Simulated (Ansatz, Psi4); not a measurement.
Exact exchange and the HOMO–LUMO gap of C2H2O

C2H2O has 5 atoms, charge 0, and is taken as a singlet. As SMILES, `C1=CO1`. The shape is that of a PBE0-D4/def2-TZVP optimisation.

The HOMO–LUMO gap y, in eV, basis aug-cc-pVDZ; a is the functional's share of exact exchange. Programs: Ansatz 0.2.0, Psi4 1.11.

| functional | program | a | y (eV) |
| --- | --- | --- | --- |
| BLYP | Ansatz | 0 | 2.84 |
| revPBE | Ansatz | 0 | 2.86 |
| TPSSh | Psi4 | 0.1 | 4.09 |
| B3LYP | Ansatz | 0.2 | 4.85 |
| r2SCAN0 | Ansatz | 0.25 | ? |
| PBE0 | Ansatz | 0.25 | 5.37 |
| BHLYP | Ansatz | 0.5 | 7.55 |

Fit y = c + s·a to the known rows and predict r2SCAN0.


1. Means of the 6 rows: a = 0.1750, y = 4.593.
2. Σ(Δa)² = 0.17875, Σ(Δa·Δy) = 1.6735, so the slope is 1.6735/0.17875 = 9.3622.
3. Intercept: 4.593 − (9.3622) × 0.1750 = 2.955. The largest residual of the fit is 0.20.
4. r2SCAN0: 2.955 + (9.3622) × 0.25 = 5.30 eV.

The run gave 5.70 eV, so the prediction is off by -0.40 eV, more than the largest residual. Exact exchange lowers occupied levels and raises empty ones. The rows mix families of semi-local functionals, which the line can't see.

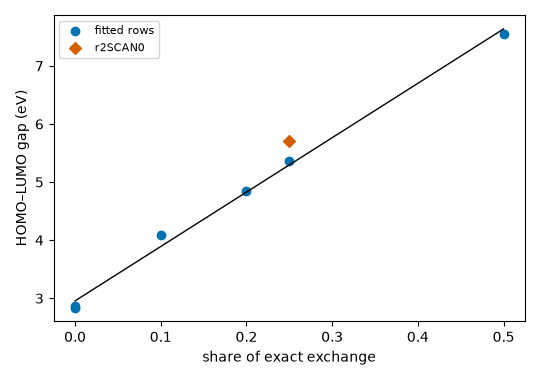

The fitted line, with the withheld row.
